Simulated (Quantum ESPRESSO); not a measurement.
# Fixed-spin-moment curve of Cobalt

Wanted: E(M) for Cobalt from a parallel start.

Main program and level: Quantum ESPRESSO 7.5; PBE; plane waves with GBRV 1.5 PBE potentials, no spin-orbit coupling.

### 1. Set-up

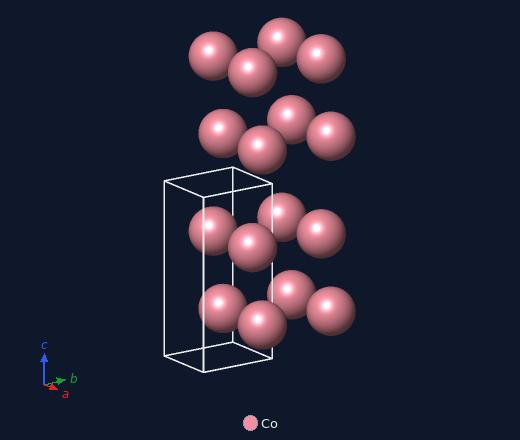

The cell as given, slightly off an axis (cobalt pink). 2×2×2 cells are drawn.

The cell comes from the Crystallography Open Database.

### 2. No moment imposed

Contents of pw.in:

```
&CONTROL
  calculation = 'scf'
  prefix = 'pwscf'
  outdir = './tmp'
  pseudo_dir = './pseudo'
  disk_io = 'nowf'
/
&SYSTEM
  ibrav = 0
  nat = 2
  ntyp = 1
  ecutwfc = 40
  ecutrho = 280
  nbnd = 26
  occupations = 'smearing'
  smearing = 'fd'
  degauss = 0.00367493
  nspin = 2
  starting_magnetization(1) = 0.1176
/
&ELECTRONS
  conv_thr = 4d-09
  electron_maxstep = 150
  mixing_beta = 0.3
/
ATOMIC_SPECIES
Co     58.9332 co_pbe_v1.2.uspp.F.UPF
CELL_PARAMETERS angstrom
   2.5074000000    0.0000000000    0.0000000000
  -1.2537000000    2.1714720974    0.0000000000
   0.0000000000    0.0000000000    4.0699000000
ATOMIC_POSITIONS crystal
Co      0.3333333333    0.6666666667    0.2500000000
Co      0.6666666667    0.3333333333    0.7500000000
K_POINTS automatic
12 12 12 0 0 0
```

Launch:

```console
OMP_NUM_THREADS=1 mpirun -n 2 pw.x -nk 2 -in pw.in > pw.out
```

What it wrote:

```text
Program PWSCF v.7.5 starts

     Message from routine setup:
     using ibrav=0 with symmetry is DISCOURAGED, use correct ibrav instead

     K-points division:     npool     =       2
     Subspace diagonalization in iterative solution of the eigenvalue problem:

     G-vector sticks info
     --------------------
     sticks:   dense  smooth     PW     G-vecs:    dense   smooth      PW
     Sum         433     253     85                11825     5191     989

     Using Slab Decomposition

     bravais-lattice index     =            0
     lattice parameter (alat)  =       4.7383  a.u.
     unit-cell volume          =     149.5403 (a.u.)^3
     number of atoms/cell      =            2
     number of atomic types    =            1
     number of electrons       =        34.00
     number of Kohn-Sham states=           26
     kinetic-energy cutoff     =      40.0000  Ry
     charge density cutoff     =     280.0000  Ry
     scf convergence threshold =      4.0E-09
     mixing beta               =       0.3000
     number of iterations used =            8  plain     mixing
     Exchange-correlation= SLA  PW   PBE  PBE
                           (   1   4   3   4   0   0   0)

     celldm(1)=   4.738299  celldm(2)=   0.000000  celldm(3)=   0.000000
     celldm(4)=   0.000000  celldm(5)=   0.000000  celldm(6)=   0.000000

     crystal axes: (cart. coord. in units of alat)
               a(1) = (   1.000000   0.000000   0.000000 )
               a(2) = (  -0.500000   0.866025   0.000000 )
               a(3) = (   0.000000   0.000000   1.623155 )

     reciprocal axes: (cart. coord. in units 2 pi/alat)
               b(1) = (  1.000000  0.577350 -0.000000 )
               b(2) = (  0.000000  1.154701  0.000000 )
               b(3) = (  0.000000 -0.000000  0.616084 )

     PseudoPot. # 1 for Co read from file:
     co_pbe_v1.2.uspp.F.UPF
     Pseudo is Ultrasoft + core correction, Zval = 17.0
     Generated by new atomic code, or converted to UPF format
     Using radial grid of  863 points,  6 beta functions with:
                l(1) =   0
                l(2) =   0
                l(3) =   1
                l(4) =   1
                l(5) =   2
                l(6) =   2
     Q(r) pseudized with  8 coefficients,  rinner =    1.200   1.200   1.200
                                                       1.200   1.200

     atomic species   valence    mass     pseudopotential
     Co               17.00    58.93320     Co( 1.00)

     Starting magnetic structure
     atomic species   magnetization
     Co              0.118

     24 Sym. Ops., with inversion, found (12 have fractional translation)

   Cartesian axes

     site n.     atom                  positions (alat units)
         1        Co     tau(   1) = (  -0.0000000   0.5773503   0.4057889  )
         2        Co     tau(   2) = (   0.5000000   0.2886751   1.2173666  )

     number of k points=   133  Fermi-Dirac smearing, width (Ry)=  0.0037

     Number of k-points >= 100: set verbosity='high' to print them.

     Dense  grid:    11825 G-vectors     FFT dimensions: (  25,  25,  48)

     Smooth grid:     5191 G-vectors     FFT dimensions: (  20,  20,  32)

     Check: negative core charge=   -0.000054
     Generating pointlists ...
     new r_m :   0.4108 (alat units)  1.9467 (a.u.) for type    1

     Initial potential from superposition of free atoms

     starting charge      32.0000, renormalised to      34.0000
     Starting wfcs are   26 randomized atomic wfcs

     Self-consistent Calculation

     iteration #  1     ecut=    40.00 Ry     beta= 0.30
     Davidson diagonalization with overlap
     ethr =  1.00E-02,  avg # of iterations =  4.7

     total energy              =    -593.79823725 Ry
     estimated scf accuracy    <      14.65328218 Ry

     total magnetization       =     2.16 Bohr mag/cell
     absolute magnetization    =     2.20 Bohr mag/cell

     iteration #  2     ecut=    40.00 Ry     beta= 0.30
     Davidson diagonalization with overlap
     ethr =  1.00E-02,  avg # of iterations =  2.3

     total energy              =    -596.86154896 Ry
     estimated scf accuracy    <       0.64086734 Ry

     total magnetization       =     3.13 Bohr mag/cell
     absolute magnetization    =     3.29 Bohr mag/cell

     iteration #  3     ecut=    40.00 Ry     beta= 0.30
     Davidson diagonalization with overlap
     ethr =  1.88E-03,  avg # of iterations =  1.4

     total energy              =    -596.97543539 Ry
     estimated scf accuracy    <       0.00962404 Ry

     total magnetization       =     3.33 Bohr mag/cell
     absolute magnetization    =     3.52 Bohr mag/cell

     [... further iterations left out ...]

     iteration #  8     ecut=    40.00 Ry     beta= 0.30
     Davidson diagonalization with overlap
     ethr =  4.28E-08,  avg # of iterations =  1.6

     total energy              =    -596.97820259 Ry
     estimated scf accuracy    <       0.00000292 Ry

     total magnetization       =     3.39 Bohr mag/cell
     absolute magnetization    =     3.75 Bohr mag/cell

     iteration #  9     ecut=    40.00 Ry     beta= 0.30
     Davidson diagonalization with overlap
     ethr =  8.59E-09,  avg # of iterations =  2.0

     total energy              =    -596.97820404 Ry
     estimated scf accuracy    <       0.00000021 Ry

     total magnetization       =     3.39 Bohr mag/cell
     absolute magnetization    =     3.75 Bohr mag/cell

     iteration # 10     ecut=    40.00 Ry     beta= 0.30
     Davidson diagonalization with overlap
     ethr =  6.30E-10,  avg # of iterations =  2.0

     total energy              =    -596.97820417 Ry
     estimated scf accuracy    <       0.00000002 Ry

     total magnetization       =     3.39 Bohr mag/cell
     absolute magnetization    =     3.75 Bohr mag/cell

     iteration # 11     ecut=    40.00 Ry     beta= 0.30
     Davidson diagonalization with overlap
     ethr =  6.69E-11,  avg # of iterations =  1.5

     Magnetic moment per site  (integrated on atomic sphere of radius R)
     atom   1 (R=0.411)  charge= 15.6083  magn=  1.7774
     atom   2 (R=0.411)  charge= 15.6083  magn=  1.7774

     End of self-consistent calculation

     Number of k-points >= 100: set verbosity='high' to print the bands.

     the Fermi energy is    18.0301 ev

!    total energy              =    -596.97820424 Ry
     estimated scf accuracy    <          4.8E-10 Ry
     smearing contrib. (-TS)   =      -0.00105447 Ry
     internal energy E=F+TS    =    -596.97714977 Ry

     The total energy is F=E-TS. E is the sum of the following terms:
     one-electron contribution =    -313.61468616 Ry
     hartree contribution      =     178.23112691 Ry
     xc contribution           =     -65.34223046 Ry
     ewald contribution        =    -396.25136006 Ry

     total magnetization       =     3.39 Bohr mag/cell
     absolute magnetization    =     3.75 Bohr mag/cell

     convergence has been achieved in  11 iterations

=------------------------------------------------------------------------------=
   JOB DONE.
=------------------------------------------------------------------------------=
```

Elapsed: 15 s, on 2 MPI ranks of Intel Xeon 6975P-C (Granite Rapids), shared host; peak memory 0.22 GiB.

Spin moment in the atom's sphere by atom:

```csv
atom,spin moment in the atom's sphere (μB)
Co1,1.78
Co2,1.78
```

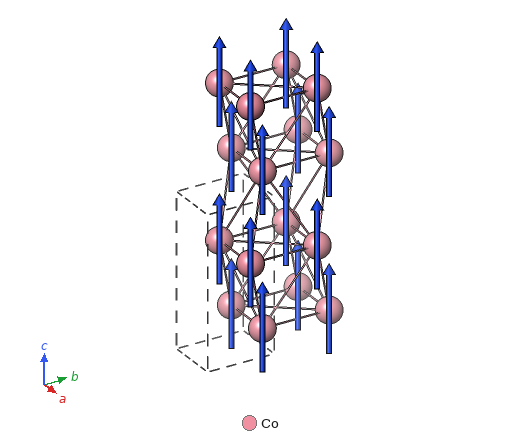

Spin moment in the atom's sphere as arrows, the longest 1.78 μB. Up and down stand for the sign. Arrows give size and sign along the axis of quantisation, drawn up and down the page. 2×2×2 cells are drawn.

This step gave:

* smearing term TS: 0.01435 eV
* magnetization: 3.388 μB
* absolute magnetization: 3.754 μB
* final state: ferromagnetic

### 3. Moment fixed at 0 μB

The two spin channels are filled to separate Fermi energies, so that the total moment meets the target. Half of the up one less the down one is the slope dE/dM.

Edit pw.in of step 2 so:

```diff
@@ -13,3 +13,3 @@
   ecutrho = 280
-  nbnd = 26
+  nbnd = 27
   occupations = 'smearing'
@@ -18,3 +18,4 @@
   nspin = 2
-  starting_magnetization(1) = 0.1176
+  starting_magnetization(1) = 0.0059
+  tot_magnetization = 0
 /
```

What it wrote:

```text
     [... lines left out ...]
Program PWSCF v.7.5 starts
     [... lines left out ...]
     number of atoms/cell      =            2
     [... lines left out ...]
     number of electrons       =        34.00 (up:  17.00, down:  17.00)
     number of Kohn-Sham states=           27
     kinetic-energy cutoff     =      40.0000  Ry
     charge density cutoff     =     280.0000  Ry
     scf convergence threshold =      4.0E-09
     [... lines left out ...]
     24 Sym. Ops., with inversion, found (12 have fractional translation)
     [... lines left out ...]
     number of k points=   133  Fermi-Dirac smearing, width (Ry)=  0.0037
     [... lines left out ...]
     iteration # 11     ecut=    40.00 Ry     beta= 0.30
     [... lines left out ...]
     Magnetic moment per site  (integrated on atomic sphere of radius R)
     atom   1 (R=0.411)  charge= 15.6153  magn=  0.0000
     atom   2 (R=0.411)  charge= 15.6153  magn=  0.0000
     [... lines left out ...]
     the spin up/dw Fermi energies are    17.8969   17.8969 ev
!    total energy              =    -596.93515203 Ry
     estimated scf accuracy    <          8.4E-11 Ry
     smearing contrib. (-TS)   =      -0.00358603 Ry
     [... lines left out ...]
     total magnetization       =    -0.00 Bohr mag/cell
     absolute magnetization    =     0.00 Bohr mag/cell
     convergence has been achieved in  11 iterations
```

It took 16 s on 2 MPI ranks; peak memory 0.23 GiB.

Numbers from this step:

- magnetization: 0 μB
- absolute magnetization: 0 μB
- half the difference of the two Fermi energies: 0 meV
- largest moment: 0 μB

### 4. Moment fixed at 0.765 μB

Edit pw.in of step 3 so:

```diff
@@ -18,4 +18,4 @@
   nspin = 2
-  starting_magnetization(1) = 0.0059
-  tot_magnetization = 0
+  starting_magnetization(1) = 0.0225
+  tot_magnetization = 0.765
 /
```

What it wrote:

```text
     [... lines left out ...]
Program PWSCF v.7.5 starts
     [... lines left out ...]
     number of atoms/cell      =            2
     [... lines left out ...]
     number of electrons       =        34.00 (up:  17.38, down:  16.62)
     number of Kohn-Sham states=           27
     kinetic-energy cutoff     =      40.0000  Ry
     charge density cutoff     =     280.0000  Ry
     scf convergence threshold =      4.0E-09
     [... lines left out ...]
     24 Sym. Ops., with inversion, found (12 have fractional translation)
     [... lines left out ...]
     number of k points=   133  Fermi-Dirac smearing, width (Ry)=  0.0037
     [... lines left out ...]
     iteration # 12     ecut=    40.00 Ry     beta= 0.30
     [... lines left out ...]
     Magnetic moment per site  (integrated on atomic sphere of radius R)
     atom   1 (R=0.411)  charge= 15.6152  magn=  0.4113
     atom   2 (R=0.411)  charge= 15.6152  magn=  0.4113
     [... lines left out ...]
     the spin up/dw Fermi energies are    17.7757   17.9966 ev
!    total energy              =    -596.93826140 Ry
     estimated scf accuracy    <          4.0E-11 Ry
     smearing contrib. (-TS)   =      -0.00375969 Ry
     [... lines left out ...]
     total magnetization       =     0.76 Bohr mag/cell
     absolute magnetization    =     0.90 Bohr mag/cell
     convergence has been achieved in  12 iterations
```

The job ended after 18 s (2 MPI ranks; peak memory 0.23 GiB; 34 s of CPU time).

Spin moment in the atom's sphere by atom:

| atom | spin moment in the atom's sphere (μB) |
| --- | --- |
| Co1 | 0.411 |
| Co2 | 0.411 |

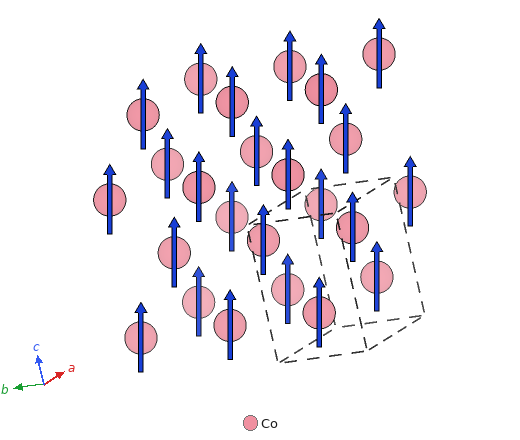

Spin moment in the atom's sphere as arrows, the longest 0.411 μB. Up and down stand for the sign. Arrows give size and sign along the axis of quantisation, drawn up and down the page. 2×3×2 cells are drawn.

Numbers from this step:

```
magnetization                                 : 0.765 μB
absolute magnetization                        : 0.899 μB
half the difference of the two Fermi energies : -110.5 meV
```

### 5. Moment fixed at 1.529 μB

Edit pw.in of step 4 so:

```diff
@@ -18,4 +18,4 @@
   nspin = 2
-  starting_magnetization(1) = 0.0225
-  tot_magnetization = 0.765
+  starting_magnetization(1) = 0.045
+  tot_magnetization = 1.529
 /
```

What it wrote:

```text
     [... lines left out ...]
Program PWSCF v.7.5 starts
     [... lines left out ...]
     number of atoms/cell      =            2
     [... lines left out ...]
     number of electrons       =        34.00 (up:  17.76, down:  16.24)
     number of Kohn-Sham states=           27
     kinetic-energy cutoff     =      40.0000  Ry
     charge density cutoff     =     280.0000  Ry
     scf convergence threshold =      4.0E-09
     [... lines left out ...]
     24 Sym. Ops., with inversion, found (12 have fractional translation)
     [... lines left out ...]
     number of k points=   133  Fermi-Dirac smearing, width (Ry)=  0.0037
     [... lines left out ...]
     iteration # 12     ecut=    40.00 Ry     beta= 0.30
     [... lines left out ...]
     Magnetic moment per site  (integrated on atomic sphere of radius R)
     atom   1 (R=0.411)  charge= 15.6149  magn=  0.8208
     atom   2 (R=0.411)  charge= 15.6149  magn=  0.8208
     [... lines left out ...]
     the spin up/dw Fermi energies are    17.6495   18.0816 ev
!    total energy              =    -596.94751698 Ry
     estimated scf accuracy    <          1.5E-10 Ry
     smearing contrib. (-TS)   =      -0.00365098 Ry
     [... lines left out ...]
     total magnetization       =     1.53 Bohr mag/cell
     absolute magnetization    =     1.79 Bohr mag/cell
     convergence has been achieved in  12 iterations
```

The job ended after 17 s (2 MPI ranks; peak memory 0.23 GiB; 34 s of CPU time).

Numbers from this step:

* magnetization: 1.529 μB
* absolute magnetization: 1.789 μB
* half the difference of the two Fermi energies: -216.1 meV
* largest moment: 0.8208 μB

### 6. The curve

The runs not shown differ in the target, the start and the number of states alone. The point at 3.39 μB is the free run, entered with slope zero.

Energy over the lowest against total spin moment:

```csv
total spin moment (μB a cell),energy over the lowest (meV a cell)
0.00,586
0.77,543
1.53,418
2.29,228
3.06,30.0
3.39,0
3.82,115
4.59,688
```

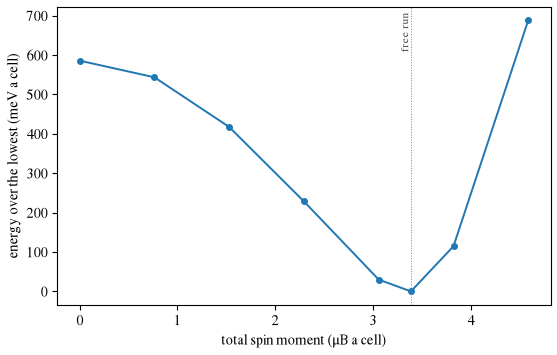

Energy over the lowest against total spin moment.

Table of dE/dM by total spin moment:

| total spin moment (μB a cell) | dE/dM (meV/μB) |
| --- | --- |
| 0.00 | -0.00860 |
| 0.77 | -110 |
| 1.53 | -216 |
| 2.29 | -267 |
| 3.06 | -152 |
| 3.39 | 0 |
| 3.82 | 444 |
| 4.59 | 1142 |

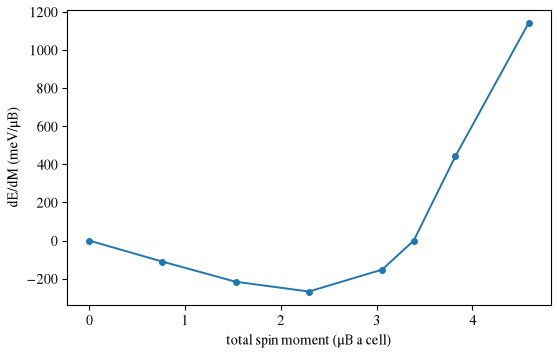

dE/dM against total spin moment.

The largest site moment by total spin moment:

| total spin moment (μB a cell) | largest site moment (μB) |
| --- | --- |
| 0.00 | 4.8e-6 |
| 0.77 | 0.411 |
| 1.53 | 0.821 |
| 2.29 | 1.23 |
| 3.06 | 1.62 |
| 3.39 | 1.78 |
| 3.82 | 1.97 |
| 4.59 | 2.27 |

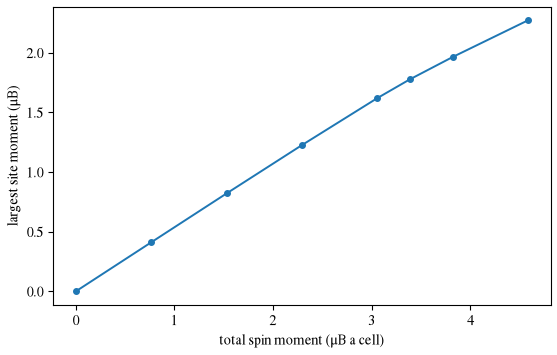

Largest site moment against total spin moment.

### 7. Outcome

| Item | Value |
| --- | --- |
| moment of the free run | 3.39 μB a cell |
| energy at zero total moment | 586 meV a cell over the lowest |
| ΔE/ΔM² from the lowest point to 3.82 and to 3.06 μB | 604 and 277 meV/μB² |

What this shows: At zero total moment the site moments vanish, so the 586 meV a cell is the energy of forming them. The points show one minimum alone. All runs start parallel; opposed orders may lie lower.

[Logs and program files are shortened in this print: banners, set-up blocks, solver, clock and traceback lines can be left out without a mark of their own.]

[Logs are printed without paths, hosts, clocks, repeated set-up lines and the standing remarks that a program may print on its own settings, such as how far it seeks lower states.]

[Hosts, paths, dates, database ids (printed as entryN), source tags and the programs' standing remarks are cut or masked in the printed files.]

[Where a cell is said to come from a database of computed structures, the database is the Materials Project.]
